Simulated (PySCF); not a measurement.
# One shape, several levels: C2H7GaO (SMILES [CH3][Ga]([CH3])[OH])

Aim: a comparison of 6 runs (HF/3-21G, wB97X/3-21G, B3LYP/6-31G*, B2PLYP/pcseg-1, PBE0/def2-SVP) of C2H7GaO. 

Program for the calculation: PySCF 2.14.0.

**1. The molecule**

The species is C2H7GaO (11 atoms), meant as a singlet with charge 0. As SMILES, `[CH3][Ga]([CH3])[OH]`. The shape is that of a PBE0-D4/def2-TZVP optimisation.

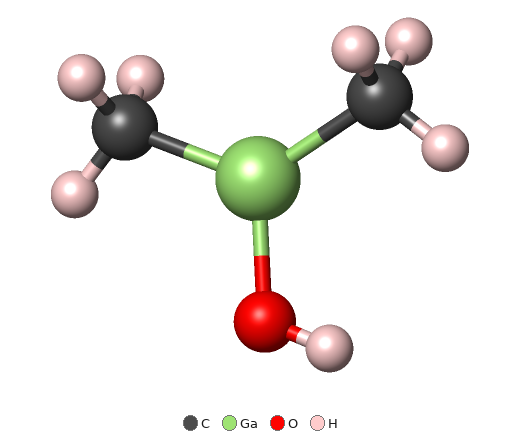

The structure, seen from a chosen angle (carbon dark grey, gallium green, oxygen red, hydrogen pink).

**2. Energy and forces at HF/3-21G (run 1)**

File input.xyz:

```xyz
11

C      1.107000     1.531100    -0.200300
Ga    -0.195200     0.139700     0.245800
C     -0.378100    -1.673700    -0.494400
O     -1.356000     0.652500     1.522500
H      2.124900     1.186000    -0.002900
H      0.919500     2.427500     0.391400
H      1.052200     1.790200    -1.260300
H      0.506800    -2.269300    -0.254600
H     -0.457300    -1.637100    -1.583600
H     -1.255200    -2.189100    -0.100400
H     -2.003300    -0.014700     1.757300
```

File run.py:

```python
# [CH3][Ga]([CH3])[OH]
import pyscf.grad
from pyscf import gto

mol = gto.M(
    atom='input.xyz',
    verbose=4,
    max_memory=1860,
    spin=0,
    basis='3-21g',
    charge=0,
)

mf = mol.RHF()
mf.conv_tol = 1e-10
mf.kernel()
if not mf.converged:
    mf = mf.newton().run(mf.mo_coeff, mf.mo_occ)

energy = mf.e_tot
print('E(%s) = %.9f' % ('HF', energy))
grad = mf.Gradients().kernel()
dip = mf.dip_moment()
pop, q = mf.mulliken_pop()
```

The run is started by

```sh
$ OMP_NUM_THREADS=1 python run.py
```

Standard output:

```text
PySCF version 2.14.0

[... 65 lines left out ...]
converged SCF energy = -2067.73056298239
[... 12 lines left out ...]
Dipole moment(X, Y, Z, Debye):  0.17433, -1.95185, -1.11895
[... 75 lines left out ...]
charge of   10H =      0.37211
```

Wall time 8.1 s (1 thread of Intel Xeon at 2.50GHz (Skylake/Cascade Lake), shared host); peak memory 0.13 GiB.

**3. Energy and gradient at wB97X/3-21G (run 2)**

File start.xyz:

```xyz
11
C2H7GaO
C      1.107000     1.531100    -0.200300
Ga    -0.195200     0.139700     0.245800
C     -0.378100    -1.673700    -0.494400
O     -1.356000     0.652500     1.522500
H      2.124900     1.186000    -0.002900
H      0.919500     2.427500     0.391400
H      1.052200     1.790200    -1.260300
H      0.506800    -2.269300    -0.254600
H     -0.457300    -1.637100    -1.583600
H     -1.255200    -2.189100    -0.100400
H     -2.003300    -0.014700     1.757300
```

File calc.py:

```python
import pyscf.grad
from pyscf import gto, dft

mol = gto.Mole()
mol.atom = 'start.xyz'
mol.charge = 0
mol.verbose = 4
mol.max_memory = 1860
mol.basis = '3-21g'
mol.build()

calc0 = dft.RKS(mol, xc='wb97x')
calc0.grids.level = 5
calc0.conv_tol = 1e-10
calc0.kernel()
if not calc0.converged:
    calc0 = calc0.newton().run(calc0.mo_coeff, calc0.mo_occ)

etot = calc0.e_tot
print('E(%s) = %.9f' % ('WB97X', etot))
grad = calc0.Gradients().kernel()
calc0.analyze()
```

The run is started by

```sh
$ OMP_NUM_THREADS=1 python calc.py
```

Standard output:

```text
PySCF version 2.14.0

[... 98 lines left out ...]
DFT Exchange-Correlation Energy =      -97.070562344453705
[... 10 lines left out ...]
MO #9   energy= -5.51860449509949  occ= 2
[... 8 lines left out ...]
MO #18  energy= -0.807803481226154 occ= 2
[... 8 lines left out ...]
MO #27  energy= -0.384550359912414 occ= 2
[... 8 lines left out ...]
MO #36  energy= 0.275059355265399  occ= 0
[... 8 lines left out ...]
MO #45  energy= 0.817991382480711  occ= 0
[... 8 lines left out ...]
MO #54  energy= 1.18360650101137   occ= 0
[... 8 lines left out ...]
MO #63  energy= 2.89996392692773   occ= 0
[... 77 lines left out ...]
Dipole moment(X, Y, Z, Debye): -0.01160, -1.77932, -0.86417
```

Run time: 59 s. Hardware: 1 thread of Intel Xeon at 2.50GHz (Skylake/Cascade Lake), shared host; peak memory 0.64 GiB.

Runs 3 to 5 aren't shown in full; the table further down has their settings and results.

**4. Energy and gradient at PBE0/def2-SVP (run 6)**

File calc.py:

```python
# [CH3][Ga]([CH3])[OH]
import pyscf.grad
from pyscf import gto, dft

mol = gto.Mole()
mol.atom = '''
C      1.107000     1.531100    -0.200300
Ga    -0.195200     0.139700     0.245800
C     -0.378100    -1.673700    -0.494400
O     -1.356000     0.652500     1.522500
H      2.124900     1.186000    -0.002900
H      0.919500     2.427500     0.391400
H      1.052200     1.790200    -1.260300
H      0.506800    -2.269300    -0.254600
H     -0.457300    -1.637100    -1.583600
H     -1.255200    -2.189100    -0.100400
H     -2.003300    -0.014700     1.757300
'''
mol.max_memory = 1860
mol.spin = 0
mol.basis = 'def2-svp'
mol.verbose = 4
mol.build()

calc0 = dft.RKS(mol, xc='pbe0')
calc0.conv_tol = 1e-10
calc0.grids.level = 5
calc0.kernel()
if not calc0.converged:
    calc0 = calc0.newton().run(calc0.mo_coeff, calc0.mo_occ)

e_tot = calc0.e_tot
print('Final energy', e_tot)
grad = calc0.Gradients().kernel()
calc0.analyze()
```

The run is started by

```sh
$ OMP_NUM_THREADS=1 python calc.py
```

Standard output:

```text
PySCF version 2.14.0

[... 99 lines left out ...]
One-electron Energy =                -3451.122260438533431
[... 15 lines left out ...]
MO #11  energy= -3.80493010213485  occ= 2
[... 13 lines left out ...]
MO #25  energy= -0.400699780729695 occ= 2
[... 13 lines left out ...]
MO #39  energy= 0.184354140599645  occ= 0
[... 13 lines left out ...]
MO #53  energy= 0.622873974660636  occ= 0
[... 13 lines left out ...]
MO #67  energy= 1.14153663747701   occ= 0
[... 13 lines left out ...]
MO #81  energy= 1.79765295119481   occ= 0
[... 13 lines left out ...]
MO #95  energy= 2.4537439431465    occ= 0
[... 13 lines left out ...]
MO #109 energy= 3.77085114347052   occ= 0
[... 123 lines left out ...]
Dipole moment(X, Y, Z, Debye):  0.23513, -1.53410, -0.96131
```

Run time: 2.1 min. Hardware: 1 thread of Intel Xeon at 2.50GHz (Skylake/Cascade Lake), shared host; peak memory 1.1 GiB.

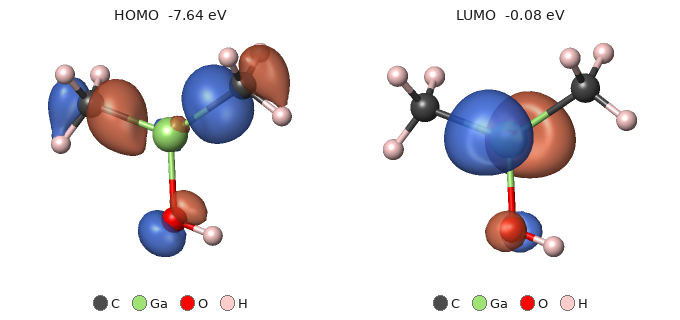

Frontier orbitals of this run, surfaces at ±0.2 Å^-3/2.

**5. The series**

| run | level | integration grid | Cartesian functions | energy (Eh) | dipole moment (D) | HOMO energy (eV) | LUMO energy (eV) | wall time |
| --- | --- | --- | --- | --- | --- | --- | --- | --- |
| 1 | HF/3-21G | – | no | -2067.730563 | 2.26 | -10.51 | 2.75 | 8.1 s |
| 2 | wB97X/3-21G | 5 | no | -2070.270185 | 1.98 | -9.65 | 2.11 | 59 s |
| 3 | B3LYP/6-31G* (spherical functions) | 5 | no | -2080.302628 | 1.90 | -7.29 | -0.34 | 97 s |
| 4 | B3LYP/6-31G* (Cartesian functions) | 5 | yes | -2080.311181 | 1.89 | -7.27 | -0.33 | 1.7 min |
| 5 | B2PLYP/pcseg-1 | 5 | no | -2079.698777 | 2.04 | -8.87 | 0.79 | 64 s |
| 6 | PBE0/def2-SVP | 5 | no | -2079.742128 | 1.83 | -7.64 | -0.08 | 2.1 min |

**6. Summary of results**

```
                       quantity           value
            run 6: total energy  -2079.74213 Eh
           run 6: dipole moment          1.83 D
             run 6: HOMO energy        -7.64 eV
             run 6: LUMO energy        -0.08 eV
           run 6: HOMO–LUMO gap         7.56 eV
run 6: largest force on an atom      0.312 eV/Å
```

**Reading.** The dipole moment (its size) runs from 1.83 D (PBE0/def2-SVP) to 2.26 D (HF/3-21G). The two ends differ in method and basis. The HOMO–LUMO gap runs from 6.94 eV (B3LYP/6-31G*) to 13.26 eV (HF/3-21G). Totals of different functionals can't be ranked against each other. All runs together took 7.7 min, the longest 2.1 min.
